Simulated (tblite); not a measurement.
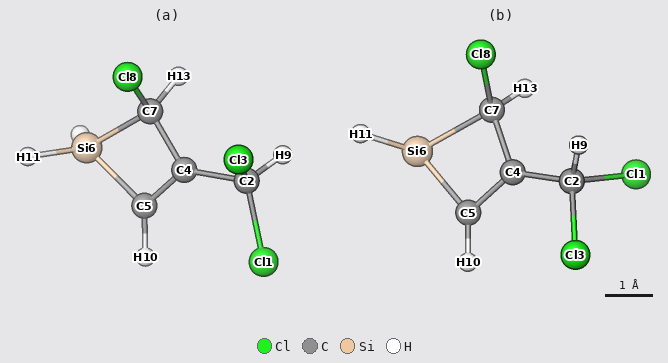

The structure of C4H5Cl3Si before (left) and after (right) a relaxation, at one scale.

The picture is a ball-and-stick view, seen at a tilt.

The calculation used tblite, GFN2-xTB geometry optimisation, gas phase. 

### Describe what moved and what it gained.

The atom that moves furthest after the best rigid fit is a Cl atom (2.21 Å). By element the largest moves are Cl 2.21 Å, H 1.69 Å, C 0.44 Å, Si 0.11 Å. Among the contacts that change: Cl–Cl 3.116 → 4.803 Å, C–Si 1.814 → 1.949 Å, C–Si 1.806 → 1.892 Å, C–C 1.525 → 1.480 Å. Among the angles between lasting bonds that change: Si–C–H 129.8° → 138.7°, C–C–C 97.5° → 105.4°, Cl–C–H 114.2° → 107.9°. Groups turn about C–C by about 105°. The energy falls by 0.789 eV in 124 geometry steps. The run took 2.3 s on 1 thread of Intel(R) Xeon(R) Platinum 8259CL CPU @ 2.50GHz (shared host).
